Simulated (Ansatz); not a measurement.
Base system: BaTiO$_{3}$ in the cubic perovskite structure (space group Pm-3m, No. 221; a = 3.970 Å). Axes: x, y, z lie along the cube axes.

Modification: tensile biaxial strain of 1.20 % in the plane normal to [001], as in epitaxy on a mismatched substrate; the out-of-plane cell vector and the atoms relax.

The values are results of PBEsol in Ansatz (plane waves to 420 eV, PAW, spin-orbit coupling left out), not measurements.

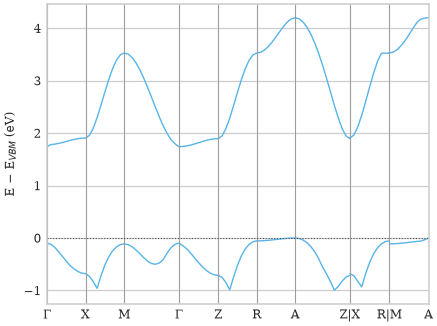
Figure. Highest valence and lowest conduction band along the path of the changed cell's own zone

Task: From the figure, how large is the changed gap, and is it direct?

Result: About 1.7 eV, indirect, A → Γ.

Whether these cells are dynamically stable was not tested. The final runs are not spin-polarised. Many cubic perovskites are stable only at high temperature; tilts and polar distortions were not tested. This is not the structure that BaTiO3 has at room temperature and ambient pressure. k-point labels follow each cell's own Brillouin zone.

Ansatz is a program for electronic structure.
